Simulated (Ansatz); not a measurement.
# AlBH₂ (triplet): B2PLYP, PBE-QIDH, RPA-PBE over a scan of the scale of all distances, 6-31G, part 2 of 2

Ansatz 0.2.0, Gaussian basis; 6-31G, all electrons in the functionals, frozen cores in the correlation of double hybrids and RPA. Earlier steps stand in the parts before.

### 14 PBE-QIDH, 1.517

File in.yaml:

```yaml
crystal:
  periodic: [false, false, false]
  atoms:
    - {symbol: B, position_ang: [0.000000, 0.000000, 2.076600]}
    - {symbol: Al, position_ang: [0.000000, 0.000000, -1.045806]}
    - {symbol: H, position_ang: [0.000000, 1.634737, 2.860947]}
    - {symbol: H, position_ang: [0.000000, -1.634737, 2.860947]}
basis:
  gaussian: {orbitals: 6-31G}
magnetization: {spin_polarized: true, initial_magnetization: 2}
hamiltonian: {xc: {name: PBE-QIDH}}
correlation: {electrons: outside_noble_gas}
```

Launch:

```bash
> ansatz run in.yaml --threads 1 --pin off --events-out ev --progress --plain --max-ram 2393MiB
```

Standard output, cut to the lines that bear on the results:

```text
Functional definition: PBE-QIDH
  name "PBE-QIDH"
  cite "Brémond, Sancho-García, Pérez-Jiménez & Adamo, J. Chem. Phys. 141, 031101 (2014) doi:10.1063/1.4890314"
  cite "Perdew, Burke & Ernzerhof, Phys. Rev. Lett. 77, 3865 (1996) doi:10.1103/PhysRevLett.77.3865"
[...]
328 factors; integrals over basis functions are off by at most 2.7e-4 eV
[...]
mean field -7287.99062913 eV, -267.8287156431 hartree, gradient 5.2e-6 eV, S^2 2.049758; 6 other end points of the search recorded, 0 dependent functions left out
6 core orbitals not correlated: weight in the atoms' cores, before any rotation towards them, 1.000 or more for the frozen orbitals, at most 0.000 for the correlated occupied ones
reference -7287.99064049 eV, -267.8287160604 hartree; 5, 3 occupied and 15, 17 virtual orbitals, 328 factors
second order -2.55302928 eV of doubles, -0.00000000 eV of singles
Total energy: -7288.84165024 eV, -267.8599900922 hartree
```

Wall time 1.8 s (1 thread of Arm Neoverse V1, shared host).

From the report: ⟨S²⟩ of the determinant 2.050 (pure triplet: 2.00).

From 1.000: +127.3 kcal/mol.

### 15 PBE-QIDH, 1.743

File in.yaml:

```yaml
crystal:
  periodic: [false, false, false]
  atoms:
    - {symbol: B, position_ang: [0.000000, 0.000000, 2.385969]}
    - {symbol: Al, position_ang: [0.000000, 0.000000, -1.201608]}
    - {symbol: H, position_ang: [0.000000, 1.878278, 3.287166]}
    - {symbol: H, position_ang: [0.000000, -1.878278, 3.287166]}
basis:
  gaussian: {orbitals: 6-31G}
magnetization: {spin_polarized: true, initial_magnetization: 2}
hamiltonian: {xc: {name: PBE-QIDH}}
correlation: {electrons: outside_noble_gas}
```

Launched as before.

Standard output, cut to the lines that bear on the results:

```text
Functional definition: PBE-QIDH
  name "PBE-QIDH"
  cite "Brémond, Sancho-García, Pérez-Jiménez & Adamo, J. Chem. Phys. 141, 031101 (2014) doi:10.1063/1.4890314"
  cite "Perdew, Burke & Ernzerhof, Phys. Rev. Lett. 77, 3865 (1996) doi:10.1103/PhysRevLett.77.3865"
[...]
328 factors; integrals over basis functions are off by at most 1.7e-4 eV
[...]
mean field -7286.26451486 eV, -267.7652821135 hartree, gradient 2.4e-6 eV, S^2 2.325280; 8 other end points of the search recorded, 0 dependent functions left out
6 core orbitals not correlated: weight in the atoms' cores, before any rotation towards them, 1.000 or more for the frozen orbitals, at most 0.000 for the correlated occupied ones
reference -7286.26452739 eV, -267.7652825740 hartree; 5, 3 occupied and 15, 17 virtual orbitals, 328 factors
second order -1.93858219 eV of doubles, -0.00000000 eV of singles
Total energy: -7286.91072145 eV, -267.7890297678 hartree
```

Run time: 5.5 s. Hardware: 1 thread of Arm Neoverse V1, shared host.

From the report: ⟨S²⟩ of the determinant 2.325 (pure triplet: 2.00).

From 1.000: +171.9 kcal/mol.

### 16 PBE-QIDH, 2.025

File in.yaml:

```yaml
crystal:
  periodic: [false, false, false]
  atoms:
    - {symbol: B, position_ang: [0.000000, 0.000000, 2.771994]}
    - {symbol: Al, position_ang: [0.000000, 0.000000, -1.396016]}
    - {symbol: H, position_ang: [0.000000, 2.182164, 3.818996]}
    - {symbol: H, position_ang: [0.000000, -2.182164, 3.818996]}
basis:
  gaussian: {orbitals: 6-31G}
magnetization: {spin_polarized: true, initial_magnetization: 2}
hamiltonian: {xc: {name: PBE-QIDH}}
correlation: {electrons: outside_noble_gas}
```

Launched as before.

Standard output, cut to the lines that bear on the results:

```text
Functional definition: PBE-QIDH
  name "PBE-QIDH"
  cite "Brémond, Sancho-García, Pérez-Jiménez & Adamo, J. Chem. Phys. 141, 031101 (2014) doi:10.1063/1.4890314"
  cite "Perdew, Burke & Ernzerhof, Phys. Rev. Lett. 77, 3865 (1996) doi:10.1103/PhysRevLett.77.3865"
[...]
328 factors; integrals over basis functions are off by at most 1.4e-4 eV
[...]
mean field -7285.39081311 eV, -267.7331741664 hartree, gradient 4.3e-6 eV, S^2 2.589483; 9 other end points of the search recorded, 0 dependent functions left out
6 core orbitals not correlated: weight in the atoms' cores, before any rotation towards them, 1.000 or more for the frozen orbitals, at most 0.000 for the correlated occupied ones
reference -7285.39082615 eV, -267.7331746459 hartree; 5, 3 occupied and 15, 17 virtual orbitals, 328 factors
second order -1.61876348 eV of doubles, -0.00000000 eV of singles
Total energy: -7285.93041398 eV, -267.7530041328 hartree
```

Run time: 6 s. Hardware: 1 thread of Arm Neoverse V1, shared host.

From the report: ⟨S²⟩ of the determinant 2.589 (pure triplet: 2.00). The determinant of PBE-QIDH (⟨S²⟩ 2.59) is far from a pure spin state, so its energy mixes those of several spin states; that is harmless only where they are near-degenerate.

From 1.000: +194.5 kcal/mol.

### 17 PBE-QIDH, 2.383

File in.yaml:

```yaml
crystal:
  periodic: [false, false, false]
  atoms:
    - {symbol: B, position_ang: [0.000000, 0.000000, 3.262056]}
    - {symbol: Al, position_ang: [0.000000, 0.000000, -1.642818]}
    - {symbol: H, position_ang: [0.000000, 2.567949, 4.494157]}
    - {symbol: H, position_ang: [0.000000, -2.567949, 4.494157]}
basis:
  gaussian: {orbitals: 6-31G}
magnetization: {spin_polarized: true, initial_magnetization: 2}
hamiltonian: {xc: {name: PBE-QIDH}}
correlation: {electrons: outside_noble_gas}
```

Same command.

Standard output, cut to the lines that bear on the results:

```text
Functional definition: PBE-QIDH
  name "PBE-QIDH"
  cite "Brémond, Sancho-García, Pérez-Jiménez & Adamo, J. Chem. Phys. 141, 031101 (2014) doi:10.1063/1.4890314"
  cite "Perdew, Burke & Ernzerhof, Phys. Rev. Lett. 77, 3865 (1996) doi:10.1103/PhysRevLett.77.3865"
[...]
328 factors; integrals over basis functions are off by at most 3.0e-4 eV
[...]
mean field -7284.94773894 eV, -267.7168914912 hartree, gradient 6.1e-6 eV, S^2 2.845359; 17 other end points of the search recorded, 0 dependent functions left out
6 core orbitals not correlated: weight in the atoms' cores, before any rotation towards them, 1.000 or more for the frozen orbitals, at most 0.000 for the correlated occupied ones
reference -7284.94775405 eV, -267.7168920465 hartree; 5, 3 occupied and 15, 17 virtual orbitals, 328 factors
second order -1.40329486 eV of doubles, -0.00000000 eV of singles
Total energy: -7285.41551901 eV, -267.7340820915 hartree
```

Run time: 19 s. Hardware: 1 thread of Arm Neoverse V1, shared host.

From the report: ⟨S²⟩ of the determinant 2.845 (pure triplet: 2.00). The determinant of PBE-QIDH (⟨S²⟩ 2.85) is far from a pure spin state, so its energy mixes those of several spin states; that is harmless only where they are near-degenerate.

From 1.000: +206.4 kcal/mol.

### 18 RPA-PBE, 0.891

File in.yaml:

```yaml
crystal:
  periodic: [false, false, false]
  atoms:
    - {symbol: B, position_ang: [0.000000, 0.000000, 1.219678]}
    - {symbol: Al, position_ang: [0.000000, 0.000000, -0.614247]}
    - {symbol: H, position_ang: [0.000000, 0.960152, 1.680358]}
    - {symbol: H, position_ang: [0.000000, -0.960152, 1.680358]}
basis:
  gaussian: {orbitals: 6-31G}
magnetization: {spin_polarized: true, initial_magnetization: 2}
hamiltonian: {xc: {name: PBE}}
correlation: {method: rpa, electrons: outside_noble_gas}
```

The command is unchanged.

Standard output, cut to the lines that bear on the results:

```text
Functional definition: PBE
  name "PBE"
  cite "Perdew, Burke & Ernzerhof, Phys. Rev. Lett. 77, 3865 (1996) doi:10.1103/PhysRevLett.77.3865"
  parent pbe
[...]
328 factors; integrals over basis functions are off by at most 1.8e-4 eV
[...]
mean field -7296.11047682 eV, -268.1271145417 hartree, gradient 4.4e-6 eV, S^2 2.002458; 2 other end points of the search recorded, 0 dependent functions left out
6 core orbitals not correlated: weight in the atoms' cores, before any rotation towards them, 1.000 or more for the frozen orbitals, at most 0.000 for the correlated occupied ones
reference -7281.59249772 eV, -267.5935886504 hartree; 5, 3 occupied and 15, 17 virtual orbitals, 328 factors
Total energy: -7286.11571594 eV, -267.7598138543 hartree
```

Wall time 1.5 s (1 thread of Arm Neoverse V1, shared host).

From the report: ⟨S²⟩ of the determinant 2.002 (pure triplet: 2.00).

### 19 RPA-PBE, 1.000

File in.yaml:

```yaml
crystal:
  periodic: [false, false, false]
  atoms:
    - {symbol: B, position_ang: [0.000000, 0.000000, 1.368886]}
    - {symbol: Al, position_ang: [0.000000, 0.000000, -0.689391]}
    - {symbol: H, position_ang: [0.000000, 1.077612, 1.885924]}
    - {symbol: H, position_ang: [0.000000, -1.077612, 1.885924]}
basis:
  gaussian: {orbitals: 6-31G}
magnetization: {spin_polarized: true, initial_magnetization: 2}
hamiltonian: {xc: {name: PBE}}
correlation: {method: rpa, electrons: outside_noble_gas}
```

Same command.

Standard output, cut to the lines that bear on the results:

```text
Functional definition: PBE
  name "PBE"
  cite "Perdew, Burke & Ernzerhof, Phys. Rev. Lett. 77, 3865 (1996) doi:10.1103/PhysRevLett.77.3865"
  parent pbe
[...]
328 factors; integrals over basis functions are off by at most 2.5e-4 eV
[...]
mean field -7297.13440548 eV, -268.1647432261 hartree, gradient 1.2e-6 eV, S^2 2.003350; 5 other end points of the search recorded, 0 dependent functions left out
6 core orbitals not correlated: weight in the atoms' cores, before any rotation towards them, 1.000 or more for the frozen orbitals, at most 0.000 for the correlated occupied ones
reference -7282.56558837 eV, -267.6293490722 hartree; 5, 3 occupied and 15, 17 virtual orbitals, 328 factors
Total energy: -7287.31908716 eV, -267.8040369307 hartree
```

Run time: 2.4 s. Hardware: 1 thread of Arm Neoverse V1, shared host.

From the report: ⟨S²⟩ of the determinant 2.003 (pure triplet: 2.00).

### 20 RPA-PBE, 1.112

File in.yaml:

```yaml
crystal:
  periodic: [false, false, false]
  atoms:
    - {symbol: B, position_ang: [0.000000, 0.000000, 1.522201]}
    - {symbol: Al, position_ang: [0.000000, 0.000000, -0.766603]}
    - {symbol: H, position_ang: [0.000000, 1.198305, 2.097148]}
    - {symbol: H, position_ang: [0.000000, -1.198305, 2.097148]}
basis:
  gaussian: {orbitals: 6-31G}
magnetization: {spin_polarized: true, initial_magnetization: 2}
hamiltonian: {xc: {name: PBE}}
correlation: {method: rpa, electrons: outside_noble_gas}
```

The command is unchanged.

Standard output, cut to the lines that bear on the results:

```text
Functional definition: PBE
  name "PBE"
  cite "Perdew, Burke & Ernzerhof, Phys. Rev. Lett. 77, 3865 (1996) doi:10.1103/PhysRevLett.77.3865"
  parent pbe
[...]
328 factors; integrals over basis functions are off by at most 3.1e-4 eV
[...]
mean field -7296.71616682 eV, -268.1493732389 hartree, gradient 2.6e-6 eV, S^2 2.004645; 5 other end points of the search recorded, 0 dependent functions left out
6 core orbitals not correlated: weight in the atoms' cores, before any rotation towards them, 1.000 or more for the frozen orbitals, at most 0.000 for the correlated occupied ones
reference -7281.99663539 eV, -267.6084404361 hartree; 5, 3 occupied and 15, 17 virtual orbitals, 328 factors
Total energy: -7287.04040289 eV, -267.7937954729 hartree
```

Run time: 2.4 s. Hardware: 1 thread of Arm Neoverse V1, shared host.

From the report: ⟨S²⟩ of the determinant 2.005 (pure triplet: 2.00).

From 1.000: +6.4 kcal/mol.

### 21 RPA-PBE, 1.312

File in.yaml:

```yaml
crystal:
  periodic: [false, false, false]
  atoms:
    - {symbol: B, position_ang: [0.000000, 0.000000, 1.795979]}
    - {symbol: Al, position_ang: [0.000000, 0.000000, -0.904481]}
    - {symbol: H, position_ang: [0.000000, 1.413827, 2.474333]}
    - {symbol: H, position_ang: [0.000000, -1.413827, 2.474333]}
basis:
  gaussian: {orbitals: 6-31G}
magnetization: {spin_polarized: true, initial_magnetization: 2}
hamiltonian: {xc: {name: PBE}}
correlation: {method: rpa, electrons: outside_noble_gas}
```

Launched as before.

Standard output, cut to the lines that bear on the results:

```text
Functional definition: PBE
  name "PBE"
  cite "Perdew, Burke & Ernzerhof, Phys. Rev. Lett. 77, 3865 (1996) doi:10.1103/PhysRevLett.77.3865"
  parent pbe
[...]
328 factors; integrals over basis functions are off by at most 2.9e-4 eV
[...]
mean field -7294.62109635 eV, -268.0723808192 hartree, gradient 7.2e-6 eV, S^2 2.005876; 7 other end points of the search recorded, 0 dependent functions left out
6 core orbitals not correlated: weight in the atoms' cores, before any rotation towards them, 1.000 or more for the frozen orbitals, at most 0.000 for the correlated occupied ones
reference -7279.50645319 eV, -267.5169279281 hartree; 5, 3 occupied and 15, 17 virtual orbitals, 328 factors
Total energy: -7285.16395042 eV, -267.7248371164 hartree
```

Run time: 2.7 s. Hardware: 1 thread of Arm Neoverse V1, shared host.

From the report: ⟨S²⟩ of the determinant 2.006 (pure triplet: 2.00).

From 1.000: +49.7 kcal/mol.

### 22 RPA-PBE, 1.517

File in.yaml:

```yaml
crystal:
  periodic: [false, false, false]
  atoms:
    - {symbol: B, position_ang: [0.000000, 0.000000, 2.076600]}
    - {symbol: Al, position_ang: [0.000000, 0.000000, -1.045806]}
    - {symbol: H, position_ang: [0.000000, 1.634737, 2.860947]}
    - {symbol: H, position_ang: [0.000000, -1.634737, 2.860947]}
basis:
  gaussian: {orbitals: 6-31G}
magnetization: {spin_polarized: true, initial_magnetization: 2}
hamiltonian: {xc: {name: PBE}}
correlation: {method: rpa, electrons: outside_noble_gas}
```

Launched as before.

Standard output, cut to the lines that bear on the results:

```text
Functional definition: PBE
  name "PBE"
  cite "Perdew, Burke & Ernzerhof, Phys. Rev. Lett. 77, 3865 (1996) doi:10.1103/PhysRevLett.77.3865"
  parent pbe
[...]
328 factors; integrals over basis functions are off by at most 2.7e-4 eV
[...]
mean field -7292.28892506 eV, -267.9866751051 hartree, gradient 6.6e-6 eV, S^2 2.003295; 11 other end points of the search recorded, 0 dependent functions left out
6 core orbitals not correlated: weight in the atoms' cores, before any rotation towards them, 1.000 or more for the frozen orbitals, at most 0.000 for the correlated occupied ones
reference -7276.73011426 eV, -267.4148993543 hartree; 5, 3 occupied and 15, 17 virtual orbitals, 328 factors
Total energy: -7283.08455216 eV, -267.6484206400 hartree
```

Wall time 4.6 s (1 thread of Arm Neoverse V1, shared host).

From the report: ⟨S²⟩ of the determinant 2.003 (pure triplet: 2.00).

From 1.000: +97.7 kcal/mol.

### 23 RPA-PBE, 1.743

File in.yaml:

```yaml
crystal:
  periodic: [false, false, false]
  atoms:
    - {symbol: B, position_ang: [0.000000, 0.000000, 2.385969]}
    - {symbol: Al, position_ang: [0.000000, 0.000000, -1.201608]}
    - {symbol: H, position_ang: [0.000000, 1.878278, 3.287166]}
    - {symbol: H, position_ang: [0.000000, -1.878278, 3.287166]}
basis:
  gaussian: {orbitals: 6-31G}
magnetization: {spin_polarized: true, initial_magnetization: 2}
hamiltonian: {xc: {name: PBE}}
correlation: {method: rpa, electrons: outside_noble_gas}
```

Same command.

Standard output, cut to the lines that bear on the results:

```text
Functional definition: PBE
  name "PBE"
  cite "Perdew, Burke & Ernzerhof, Phys. Rev. Lett. 77, 3865 (1996) doi:10.1103/PhysRevLett.77.3865"
  parent pbe
[...]
328 factors; integrals over basis functions are off by at most 1.7e-4 eV
[...]
mean field -7290.28745763 eV, -267.9131225335 hartree, gradient 2.7e-6 eV, S^2 2.013367; 16 other end points of the search recorded, 0 dependent functions left out
6 core orbitals not correlated: weight in the atoms' cores, before any rotation towards them, 1.000 or more for the frozen orbitals, at most 0.000 for the correlated occupied ones
reference -7274.57835245 eV, -267.3358235663 hartree; 5, 3 occupied and 15, 17 virtual orbitals, 328 factors
Total energy: -7281.42255646 eV, -267.5873434245 hartree
```

Wall time 7 s (1 thread of Arm Neoverse V1, shared host).

From the report: ⟨S²⟩ of the determinant 2.013 (pure triplet: 2.00).

From 1.000: +136.0 kcal/mol.

### 24 RPA-PBE, 2.025

File in.yaml:

```yaml
crystal:
  periodic: [false, false, false]
  atoms:
    - {symbol: B, position_ang: [0.000000, 0.000000, 2.771994]}
    - {symbol: Al, position_ang: [0.000000, 0.000000, -1.396016]}
    - {symbol: H, position_ang: [0.000000, 2.182164, 3.818996]}
    - {symbol: H, position_ang: [0.000000, -2.182164, 3.818996]}
basis:
  gaussian: {orbitals: 6-31G}
magnetization: {spin_polarized: true, initial_magnetization: 2}
hamiltonian: {xc: {name: PBE}}
correlation: {method: rpa, electrons: outside_noble_gas}
```

The command is unchanged.

Standard output, cut to the lines that bear on the results:

```text
Functional definition: PBE
  name "PBE"
  cite "Perdew, Burke & Ernzerhof, Phys. Rev. Lett. 77, 3865 (1996) doi:10.1103/PhysRevLett.77.3865"
  parent pbe
[...]
328 factors; integrals over basis functions are off by at most 1.4e-4 eV
[...]
mean field -7288.85860472 eV, -267.8606131578 hartree, gradient 3.7e-8 eV, S^2 2.120479; 23 other end points of the search recorded, 0 dependent functions left out
6 core orbitals not correlated: weight in the atoms' cores, before any rotation towards them, 1.000 or more for the frozen orbitals, at most 0.000 for the correlated occupied ones
reference -7274.14409490 eV, -267.3198648956 hartree; 5, 3 occupied and 15, 17 virtual orbitals, 328 factors
Total energy: -7280.34237517 eV, -267.5476474943 hartree
```

It took 14 s on 1 thread of Arm Neoverse V1, shared host.

From the report: ⟨S²⟩ of the determinant 2.120 (pure triplet: 2.00).

From 1.000: +160.9 kcal/mol.

### 25 RPA-PBE, 2.383

File in.yaml:

```yaml
crystal:
  periodic: [false, false, false]
  atoms:
    - {symbol: B, position_ang: [0.000000, 0.000000, 3.262056]}
    - {symbol: Al, position_ang: [0.000000, 0.000000, -1.642818]}
    - {symbol: H, position_ang: [0.000000, 2.567949, 4.494157]}
    - {symbol: H, position_ang: [0.000000, -2.567949, 4.494157]}
basis:
  gaussian: {orbitals: 6-31G}
magnetization: {spin_polarized: true, initial_magnetization: 2}
hamiltonian: {xc: {name: PBE}}
correlation: {method: rpa, electrons: outside_noble_gas}
```

Launched as before.

Standard output, cut to the lines that bear on the results:

```text
Functional definition: PBE
  name "PBE"
  cite "Perdew, Burke & Ernzerhof, Phys. Rev. Lett. 77, 3865 (1996) doi:10.1103/PhysRevLett.77.3865"
  parent pbe
[...]
328 factors; integrals over basis functions are off by at most 3.0e-4 eV
[...]
mean field -7287.91640616 eV, -267.8259879993 hartree, gradient 2.3e-6 eV, S^2 2.438293; 10 other end points of the search recorded, 0 dependent functions left out
6 core orbitals not correlated: weight in the atoms' cores, before any rotation towards them, 1.000 or more for the frozen orbitals, at most 0.000 for the correlated occupied ones
reference -7274.09003449 eV, -267.3178782121 hartree; 5, 3 occupied and 15, 17 virtual orbitals, 328 factors
Total energy: -7279.65378897 eV, -267.5223424181 hartree
```

Wall time 9.5 s (1 thread of Arm Neoverse V1, shared host).

From the report: ⟨S²⟩ of the determinant 2.438 (pure triplet: 2.00).

From 1.000: +176.8 kcal/mol.

### 26 Against the wave-function levels

The yardstick is full CI for this spin, exact in this basis with these frozen cores. It comes from earlier runs at the same points. Energies in kcal/mol, counted from 1.000; blanks weren't run or aren't comparable.

| level | 0.891 | 1.000 | 1.112 | 1.312 | 1.517 | 1.743 | 2.025 | 2.383 |
| --- | --- | --- | --- | --- | --- | --- | --- | --- |
| FCI | 26.1 | 0.0 | 8.4 | 55.6 | 106.2 | 143.7 | 166.7 | 180.6 |
| B2PLYP | 22.4 | 0.0 | 11.4 | 63.3 | 120.1 | 164.0 | 188.2 | 202.6 |
| PBE-QIDH | 22.0 | 0.0 | 12.5 | 67.4 | 127.3 | 171.9 | 194.5 | 206.4 |
| RPA-PBE | 27.8 | 0.0 | 6.4 | 49.7 | 97.7 | 136.0 | 160.9 | 176.8 |

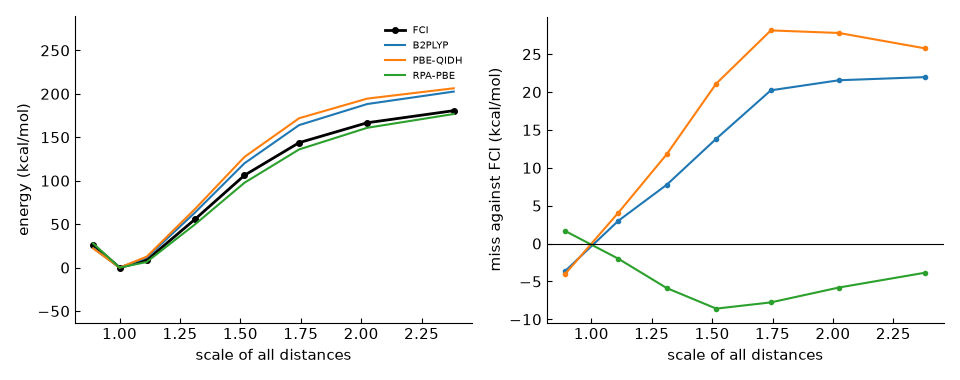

Left: the curves (the axis may cut off levels that run far away). Right: misses against FCI, in the same colours.

Largest miss and mean time a point (FCI took 1.7 min a point; shared hosts):

| level | largest miss (kcal/mol) | where | time a point |
| --- | --- | --- | --- |
| B2PLYP | +22.0 | 2.383 | 5.3 s |
| PBE-QIDH | +28.1 | 1.743 | 4.7 s |
| RPA-PBE | -8.6 | 1.517 | 5.5 s |

### 27 Outcome

What follows sums up all 2 parts.

| quantity | value |
| --- | --- |
| span of the FCI curve | 180.6 kcal/mol |
| largest miss, B2PLYP | +22.0 kcal/mol (2.383) |
| largest miss, PBE-QIDH | +28.1 kcal/mol (1.743) |
| largest miss, RPA-PBE | -8.6 kcal/mol (1.517) |

What this shows: Of the functionals, RPA-PBE keep the smallest largest miss at the points compared (at most 8.6 kcal/mol) and PBE-QIDH strays most (28.1 kcal/mol, at 1.743). B2PLYP, PBE-QIDH, RPA-PBE clearly break the spin symmetry at some points (⟨S²⟩ up to 0.85 above the pure value), so energy there is bought with a mixed spin. Functionals and the yardstick converge differently with the basis, so part of each miss in 6-31G is the basis.
